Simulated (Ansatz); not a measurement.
C2H7ClOSi

```xyz
12

Si   -1.2797   -0.4668    2.1224
O    -0.6956    0.4190    0.3816
C     0.2499   -0.1659   -0.5177
C     0.8631    0.9065   -1.3940
Cl    2.0540    0.1671   -2.4882
H     0.1895   -0.4384    2.5585
H    -1.1281   -1.8381    1.4387
H    -1.4759    0.7473   -0.0853
H    -0.2273   -0.9567   -1.1188
H     1.0107   -0.6326    0.1215
H     0.1051    1.4068   -2.0162
H     1.3739    1.6639   -0.7832
```

Level of theory: Ansatz 0.2.0, RKS PBE0/def2-SVP.

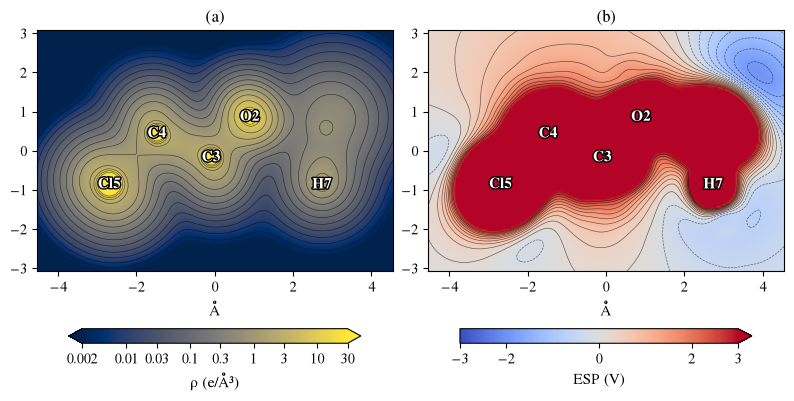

Figure 1. (a) electron density; (b) electrostatic potential on the plane of atoms O2, C3 and C4.

Read the bonding off the picture.

The plane passes through O, C, Cl and H nuclei. C–O (1.43 Å): ρ is about 2 e/Å³ halfway, with its minimum of 1.6 e/Å³ about 0.5 Å from C. C–C (1.51 Å): ρ at the midpoint is about 1.7 e/Å³. C–Cl (1.78 Å): ρ at the midpoint is about 1.3 e/Å³. Outside the dense part of the molecule the potential is most negative (−2.0 V) near Si1, which lies off the plane.

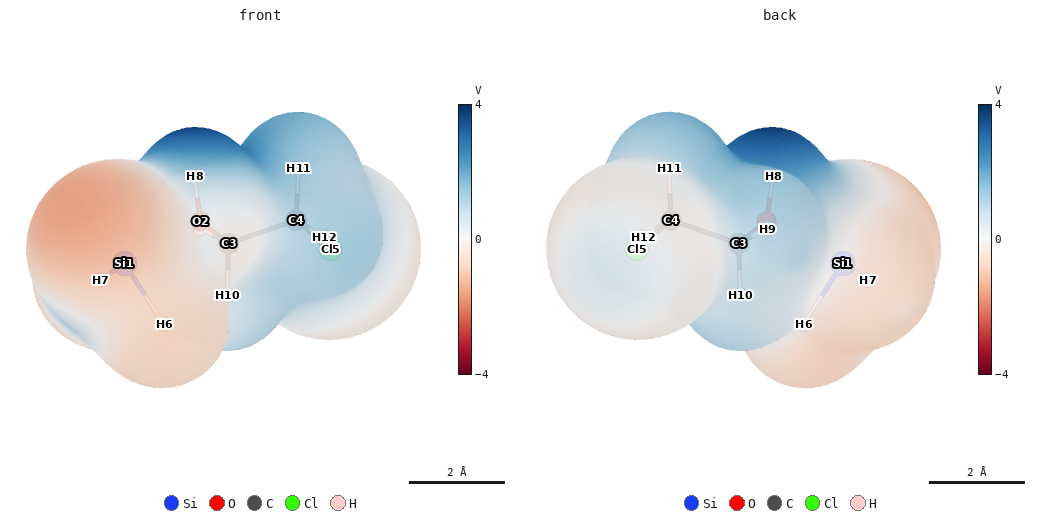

Figure 2. The electrostatic potential painted on the density surface at 0.002 e/bohr³, seen from the front and from behind; red is negative and blue positive.

Where is the surface potential most negative and most positive?

The most negative region (about −1.6 V) lies over Si1, the most positive (about +3.6 V) over H8. Cl5 shows a σ-hole: about +0.5 V at the tip opposite its bond, against about −0.1 V on its flanks.

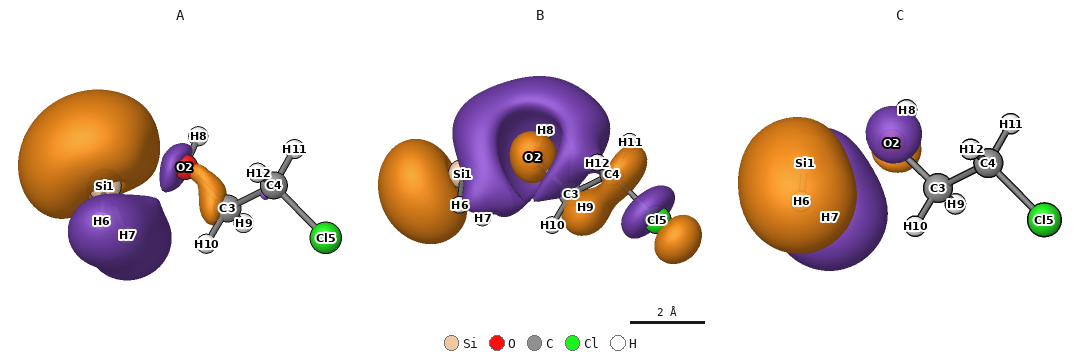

Figure 3. Three frontier orbitals at ±0.08 Å⁻³ᐟ² (orange and purple are the two phases), in no order.

Which picture is the HOMO−1, the HOMO and the LUMO?

C is the HOMO−1 (−8.12 eV). Its weight (Hirshfeld) is mainly on Si1 (about 40 %), H7 (about 25 %) and H6 (about 25 %). A is the HOMO (−5.59 eV). It lies mainly on Si1 (about 80 %), H7 (about 10 %) and H6 (about 10 %). B is the LUMO (−0.71 eV). It lies mainly on Si1 (about 45 %), H8 (about 15 %), O2 (about 10 %), C3 (about 5 %) and Cl5 (about 5 %).

What is the HOMO–LUMO gap?

4.88 eV between the orbital energies.

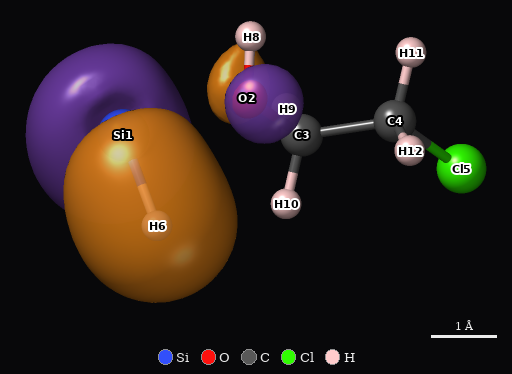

Figure 4. The HOMO−1 at ±0.08 Å⁻³ᐟ² (orange and purple are the two phases), seen at a tilt.

Where does this orbital lie, and at what energy?

Its weight (Hirshfeld) is mainly on Si1 (about 40 %), H7 (about 25 %) and H6 (about 25 %). Its energy is −8.12 eV.
